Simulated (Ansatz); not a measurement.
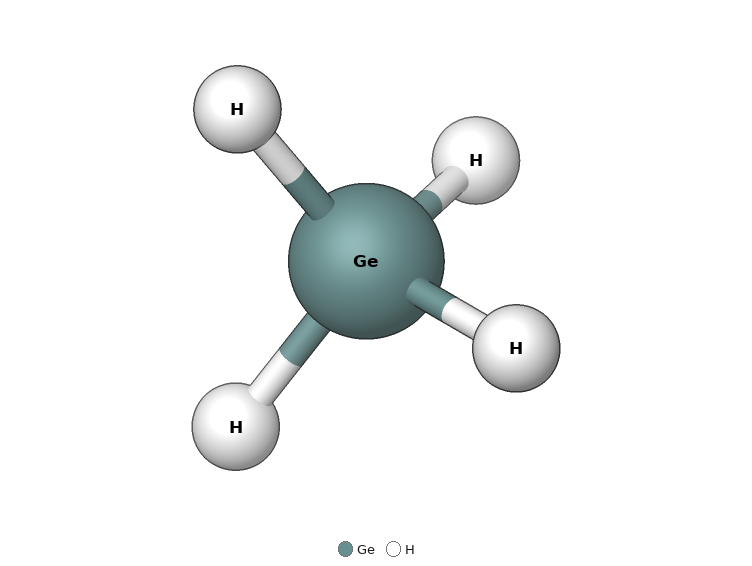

Ball-and-stick drawing of a structure. Every bond is drawn as one stick, whatever its order.

The geometry was computed by an optimisation with PBE0-D4/def2-TZVP.

Count the atoms of each element.

GeH4, 5 atoms: 1 germanium and 4 hydrogen.

What is the point group of this geometry?

Td.

Count the bonded pairs by element.

4 Ge–H. Sticks follow a distance rule.

How many sets of symmetry-equivalent atoms are there?

2: 1 Ge, 4 H.

More results for the same structure follow; atom numbers are the same in all pictures, views and colours differ.

### Vibrations

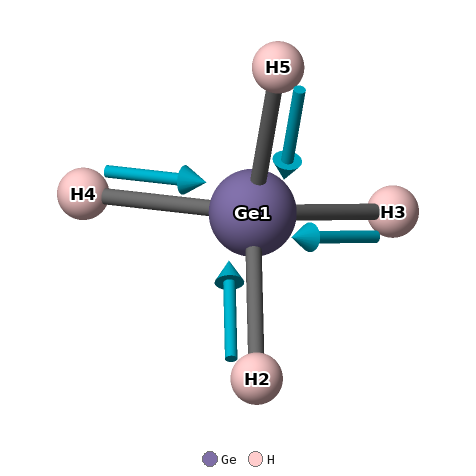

The arrows show one normal mode. Harmonic vibrations computed with RKS PBE0-D4/def2-TZVP (Ansatz 0.2.0) at a stationary point of the same level.

What kind of motion is it?

Mostly in-phase stretching of 4 Ge–H bonds.

Estimate its harmonic wavenumber.

2170 cm⁻¹; it is mode 6 of 9 counted from the lowest.

### Charges

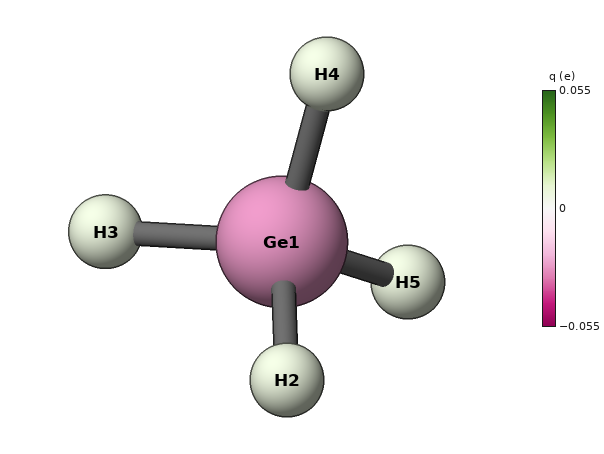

Atoms are coloured by their Mulliken charges. Level of theory: RKS PBE0-D4/def2-TZVP (Ansatz 0.2.0).

Give the Mulliken charges atom by atom.

| atom | value (e) |
| --- | --- |
| Ge1 | −0.03 |
| H2 | 0.01 |
| H3 | 0.01 |
| H4 | 0.01 |
| H5 | 0.01 |

### Electronic properties

Method: RKS PBE0-D4/def2-TZVPP (Ansatz 0.2.0).

Estimate the HOMO energy (Kohn–Sham orbital).

−9.65 eV.

What is the LUMO energy (Kohn–Sham orbital)?

1.07 eV.

Mulliken values depend strongly on the basis set and can even reverse the polarity of a bond.
